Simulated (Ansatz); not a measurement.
# ZrTeSe monolayer, Janus: phonons and vibrational spectra, part 2 of 2

Wanted: vibrations and spectra of ZrTeSe monolayer, Janus; the cell is already relaxed. After the zone centre comes a 3×3×1 q mesh on a 12×12×1 k mesh.

Ansatz 0.2.0; DFT PBE, scalar-relativistic, plane waves, PAW.

So far. Step 2 (Modes at Γ): Before it was imposed, the acoustic sum rule was missed by 5.2e-5 eV/Å². Small misses are needed for a sound result but don't prove that mesh and cutoff are converged. The lowest optical mode is real, 93.3 cm⁻¹.

**3. Phonons on a q mesh (continued)**

The partial phonon density of states has structure finer than the step of the table below, so its rows give means over 10 cm⁻¹, whole bins alone (the curve runs from -13.1 to 253 cm⁻¹). Peaks (cm⁻¹: height): Se 58.9: 0.0126, 132.6: 0.0688, 139.3: 0.0800, 151.0: 0.0344, 176.2: 0.0594, 214.7: 0.0163; Te 58.9: 0.0307, 90.8: 0.0486, 105.8: 0.0389, 130.9: 0.0337, 141.0: 0.0348, 151.0: 0.0385; Zr 58.9: 0.0331, 85.7: 0.0296, 105.8: 0.0145, 141.0: 0.0357, 151.0: 0.0139, 176.2: 0.0303, 214.7: 0.0393.

Phonopy on the run's constants, 17x17x1 mesh, Gaussian sigma 2.0 cm-1. Interpolated from a 3×3×1 q mesh. The partial phonon density of states by wavenumber; means over each step; values in 1/cm⁻¹/cell:

```csv
wavenumber (cm⁻¹),Se,Te,Zr
0,8.6e-4,0.00134,1.0e-3
10,0.00198,0.00324,0.00233
20,0.00336,0.00576,0.00414
30,0.00458,0.00813,0.00616
40,0.00521,0.00972,0.00812
50,0.00793,0.0162,0.0149
60,0.00901,0.0211,0.0220
70,0.00378,0.00887,0.00786
80,0.00603,0.0226,0.0142
90,0.00760,0.0416,0.0260
100,0.00687,0.0290,0.0132
110,0.0137,0.0309,0.0118
120,0.0108,0.0108,0.00488
130,0.0412,0.0226,0.00599
140,0.0546,0.0237,0.0233
150,0.0260,0.0264,0.0106
160,0.0144,0.00800,0.00787
170,0.0235,0.00195,0.0113
180,0.0301,0.00316,0.0267
190,0.00326,9.7e-4,0.00661
200,5.3e-5,3.9e-6,1.1e-4
210,0.00856,8.1e-4,0.0193
220,0.0105,0.00161,0.0290
230,0.00557,0.00123,0.0208
240,4.9e-4,1.4e-4,0.00190
```

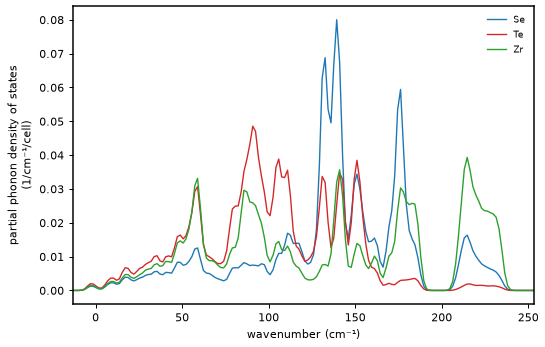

Partial phonon density of states against wavenumber.

Symmetry leaves 3 wavevectors to solve. The lowest mode among them, the acoustic zeros apart, lies at q = (0, 0.333, 0) and is real, 46.7 cm⁻¹.

**4. Another isotope, element Se, natural mass 78.971 amu**

An isotope changes the mass and not the force constants, so no new electronic calculation is needed; the shifts show which modes move this element.

The same force constants with the mass of Se changed from 78.971 to 81.917 u (phonopy, no LO-TO term). Both lists are sorted by frequency; levels can cross, so a row need not hold one and the same mode. Modes under 3 cm⁻¹ are left out. Isotope shifts, by row:

```csv
q,rank,natural mass (cm⁻¹),changed mass (cm⁻¹)
0 0 0,4,93.27,93.11
0 0 0,5,93.27,93.11
0 0 0,6,141.7,140.1
0 0 0,7,141.7,140.1
0 0 0,8,155.4,154
0 0 0,9,236.1,235.1
0 0.3333 0,1,46.69,46.5
0 0.3333 0,2,65.14,64.94
0 0.3333 0,3,84.34,84.25
0 0.3333 0,4,97.88,97.47
0 0.3333 0,5,130.4,129.4
0 0.3333 0,6,136.9,135
0 0.3333 0,7,151.6,150.6
0 0.3333 0,8,179.5,178
0 0.3333 0,9,222.5,221.5
0.3333 0.3333 0,1,60.7,60.55
0.3333 0.3333 0,2,98.77,98.53
0.3333 0.3333 0,3,105.1,104.9
0.3333 0.3333 0,4,120.4,119.1
0.3333 0.3333 0,5,132,130.4
0.3333 0.3333 0,6,140.9,140.7
0.3333 0.3333 0,7,171.1,168.7
0.3333 0.3333 0,8,186.9,186.2
0.3333 0.3333 0,9,207,205.9
```

A mode of this element alone would shift by -1.81 %. The highest zone-centre frequency without the field goes from 236.1 to 235.1 cm⁻¹ (-0.4 %). The product of the frequency ratios over all optical modes at Γ is 0.961; the product rule, (m/m′)^(3k/2) (M′/M)^(3/2) with k = 1 such atoms and M the mass of the cell, gives 0.961.

**5. Isotope substitution, element Te, natural mass 127.6 amu**

The same for Te, from 127.60 to 129.91 u.

The same force constants with the mass of Te changed from 127.600 to 129.906 u (phonopy, no LO-TO term). Both lists are sorted by frequency; levels can cross, so a row need not hold one and the same mode. Modes under 3 cm⁻¹ are left out. Isotope shifts, by row:

```csv
q,rank,natural mass (cm⁻¹),changed mass (cm⁻¹)
0 0 0,4,93.27,92.81
0 0 0,5,93.27,92.81
0 0 0,6,141.7,141.7
0 0 0,7,141.7,141.7
0 0 0,8,155.4,154.7
0 0 0,9,236.1,235.9
0 0.3333 0,1,46.69,46.5
0 0.3333 0,2,65.14,64.91
0 0.3333 0,3,84.34,83.93
0 0.3333 0,4,97.88,97.4
0 0.3333 0,5,130.4,129.9
0 0.3333 0,6,136.9,136.8
0 0.3333 0,7,151.6,151
0 0.3333 0,8,179.5,179.5
0 0.3333 0,9,222.5,222.4
0.3333 0.3333 0,1,60.7,60.49
0.3333 0.3333 0,2,98.77,98.12
0.3333 0.3333 0,3,105.1,104.5
0.3333 0.3333 0,4,120.4,120.1
0.3333 0.3333 0,5,132,131.7
0.3333 0.3333 0,6,140.9,140.1
0.3333 0.3333 0,7,171.1,171.1
0.3333 0.3333 0,8,186.9,186.7
0.3333 0.3333 0,9,207,207
```

A mode of this element alone would shift by -0.89 %. The highest zone-centre frequency without the field goes from 236.1 to 235.9 cm⁻¹ (-0.1 %). The product of the frequency ratios over all optical modes at Γ is 0.985; the product rule, (m/m′)^(3k/2) (M′/M)^(3/2) with k = 1 such atoms and M the mass of the cell, gives 0.985.

**6. Another isotope, element Zr, natural mass 91.222 amu**

The same for Zr, from 91.22 to 95.91 u.

A mode of this element alone would shift by -2.47 %. The highest zone-centre frequency without the field goes from 236.1 to 232.2 cm⁻¹ (-1.6 %). The product of the frequency ratios over all optical modes at Γ is 0.950; the product rule, (m/m′)^(3k/2) (M′/M)^(3/2) with k = 1 such atoms and M the mass of the cell, gives 0.950.

**7. What came out**

- space group (within 0.01 Å): P3m1
- area per atom: 4.37 Å²
- electronic character: no gap on this mesh
- highest optical mode at the zone centre (no LO-TO term): 236 cm⁻¹
- lowest optical zone-centre mode: 93.3 cm⁻¹
- lowest mode on the q mesh (acoustic modes at Γ apart): 46.7 cm⁻¹
- highest frequency on the path or at a solved wavevector: 236 cm⁻¹
- imaginary modes on the 3×3×1 q mesh: none

**Reading.** No mode is imaginary at the 3 irreducible wavevectors solved, but between them the interpolated path dips to 3.6i cm⁻¹, so stability is not settled. The optical modes at Γ span 93 to 236 cm⁻¹. The highest mode in this list at Γ, 236.1 cm⁻¹, has its largest share on Zr (67 % of the kinetic energy). With no gap, or one that is small against the smearing, the frequencies hang on the k mesh and the smearing, most of all near Kohn anomalies. In a sheet or slab the interpolated bending branch near Γ is rough, since the rotational sum rule isn't imposed. A semilocal functional can close a gap that the real compound would have, so the metallic treatment may be an artefact of the level. Spin-orbit coupling is left out, which can matter for the heavy elements here. The starting cell was built on a prototype and not taken from a measurement. These are harmonic frequencies at zero temperature: anharmonic shifts, linewidths and thermal expansion are left out.

[Logs are printed without paths, hosts, clocks, repeated set-up lines and the standing remarks that a program may print on its own settings, such as how far it seeks lower states.]

[Hosts, paths, dates, database ids (printed as entryN), source tags and the programs' standing remarks are cut or masked in the printed files.]
